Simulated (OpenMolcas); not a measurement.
## Predicting a hybrid from its neighbours: Br2 (bromine)

The species is Br2 (2 atoms), meant as a singlet with charge 0. As SMILES, `BrBr`. The shape is that of a PBE0-D4/def2-TZVP optimisation.

The vertical ionisation energy (to the doublet cation) y, in eV, basis aug-cc-pVTZ; a is the functional's share of exact exchange. Programs: OpenMolcas 26.06.

| functional | program | a | y (eV) |
| --- | --- | --- | --- |
| revPBE | OpenMolcas | 0 | 10.24 |
| BLYP | OpenMolcas | 0 | 10.15 |
| B3LYP | OpenMolcas | 0.2 | ? |
| PBE0 | OpenMolcas | 0.25 | 10.56 |
| BHLYP | OpenMolcas | 0.5 | 10.67 |

**Question.** Fit y = c + s·a to the known rows and predict B3LYP.

**Answer.** 
1. Means of the 4 rows: a = 0.1875, y = 10.405.
2. Σ(Δa)² = 0.17188, Σ(Δa·Δy) = 0.17125, so the slope is 0.17125/0.17188 = 0.99633.
3. Intercept: 10.405 − (0.99633) × 0.1875 = 10.218. The largest residual of the fit is 0.093.
4. B3LYP: 10.218 + (0.99633) × 0.2 = 10.42 eV.

The run gave 10.53 eV, so the prediction is off by -0.11 eV, about the scatter of the fit. Spin-orbit coupling is left out.

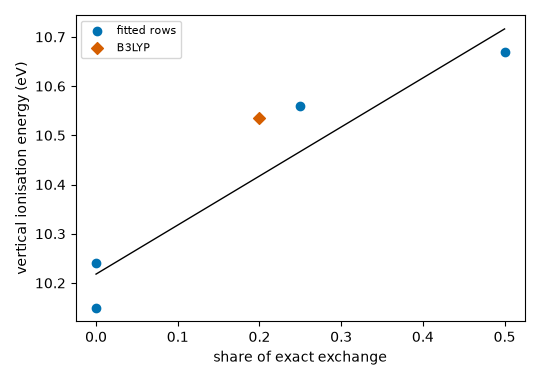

The fitted line, with the withheld row.
